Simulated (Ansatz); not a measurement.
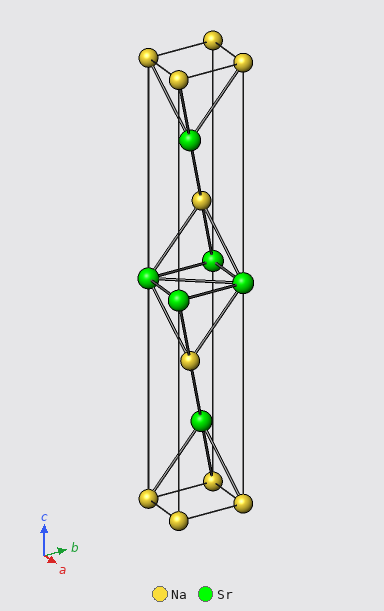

View slightly off an axis, drawn as a ball-and-stick model. Atoms at the boundary of the conventional unit cell (the box) are drawn once for each face, edge or corner they touch.

NaSr, space group R-3m (No. 166), a = 4.154 Å, b = 4.154 Å, c = 19.513 Å, α = 90.00°, β = 90.00°, γ = 120.00°. The cell started as a structure type filled with these elements by a generator (whether the compound takes this form wasn't checked). Earlier steps of the study may have refined or changed the cell and positions. An electronic-structure calculation with Ansatz was run on it.

This one geometry was computed with Ansatz (DFT, plane waves, PAW) at three levels of theory: r2SCAN, LDA and PBE.

How does the band gap change with the level of theory?

All levels give a metal.

Collect the results in a table.

| level | cutoff (eV) | k-mesh of the run's cell | gap (eV) | pressure (GPa) |
| --- | --- | --- | --- | --- |
| r2SCAN | 500 | 18×18×18 | metal | 0.3 |
| LDA | 420 | 18×18×18 | metal | -1.0 |
| PBE | 420 | 18×18×18 | metal | 0.0 |

Gaps are taken on the k-mesh or band path of each run.
